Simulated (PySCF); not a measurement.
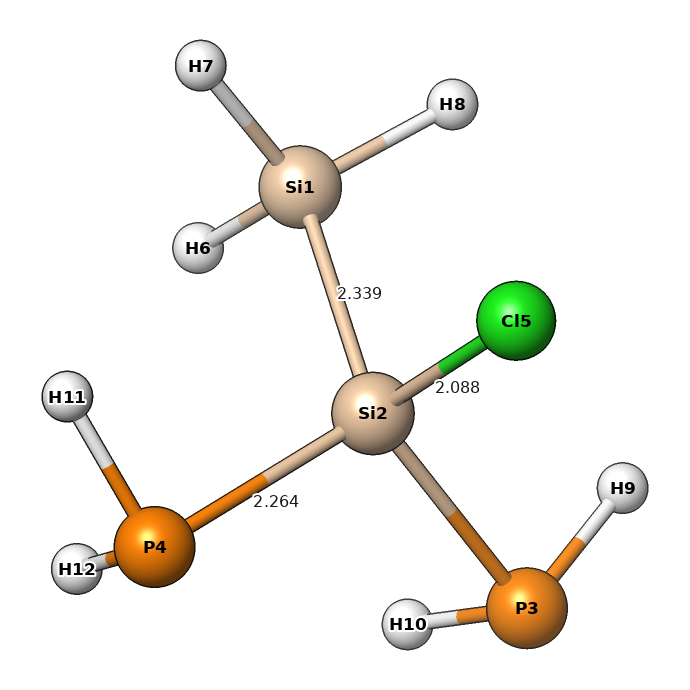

The numbers beside the sticks are distances in Å. Sticks don't show bond order. Computed geometry: PBE0-D3(BJ)/def2-SVP optimisation. No frequency run is at hand to confirm it as a minimum.

### Which of the marked bonds are single, double, triple or aromatic?

Si1–Si2 single; Si2–P4 single; Si2–Cl5 single.

### Give the structure as SMILES.

[SiH3][Si](P)(P)Cl
